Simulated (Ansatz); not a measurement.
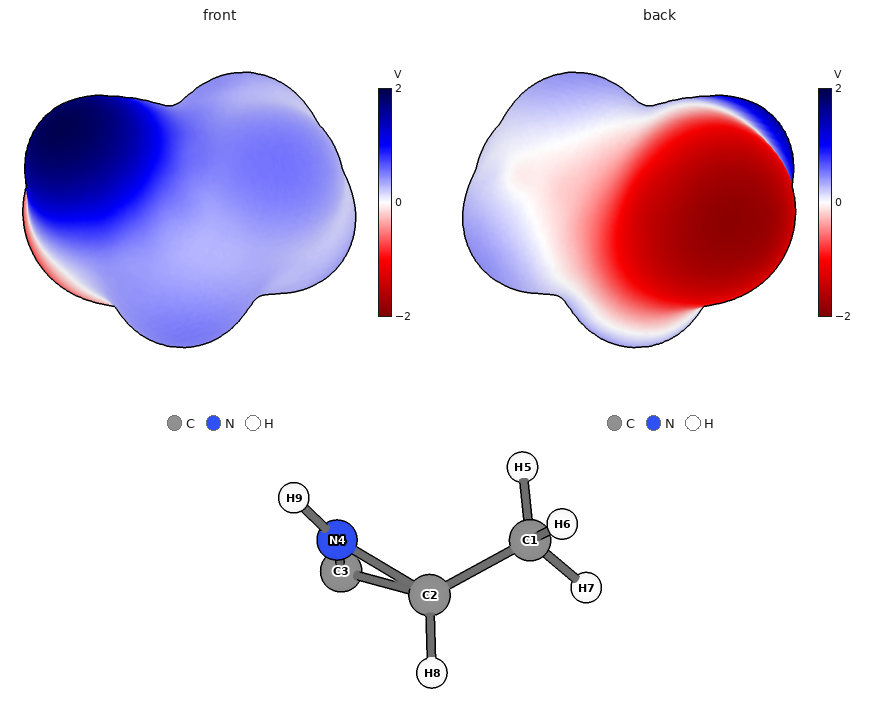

Figure 1: C$_{3}$H$_{5}$N. The molecular electrostatic potential painted on the density surface at 0.001 e/bohr³, seen from the front and from behind; red is negative and blue positive. The bare structure is drawn below in the same view.

These are results of Ansatz, RKS PBE-D4/def2-SVP, not measurements.

Input

```
crystal:
  periodic: [false, false, false]
  atoms:
    - { symbol: C, position_ang: [0.1875, 0.9624, -0.7455] }
    - { symbol: C, position_ang: [-0.0106, -0.23, -0.0338] }
    - { symbol: C, position_ang: [0.2677, -1.361, 0.4947] }
    - { symbol: "N", position_ang: [-0.8684, -0.8671, 0.7099] }
    - { symbol: H, position_ang: [-0.5259, 1.025, -1.6418] }
    - { symbol: H, position_ang: [-0.0973, 1.881, -0.122] }
    - { symbol: H, position_ang: [1.1918, 1.13, -1.114] }
    - { symbol: H, position_ang: [0.8188, 0.13142, -0.64173] }
    - { symbol: H, position_ang: [-1.0647, -0.4561, 1.6815] }
basis:
  gaussian: { orbitals: def2-SVP }
hamiltonian:
  xc: pbe
  dispersion: d4
relax:
  f_tol: 0.02
  max_steps: 50
output:
  orbitals: {}
```

Launched as:

```sh
ansatz run input.yaml --threads 1 --pin off --max-ram 2048MiB --backend cpu --events-out ev --progress --plain --runs-dir out
```

The fields are those of the relaxed geometry.

Question: Where is the surface potential most negative and most positive?

Answer: The most negative region (about −1.9 V, or −44 kcal/mol for a unit charge) lies over C3, the most positive (about +1.9 V, or +44 kcal/mol for a unit charge) over H9.
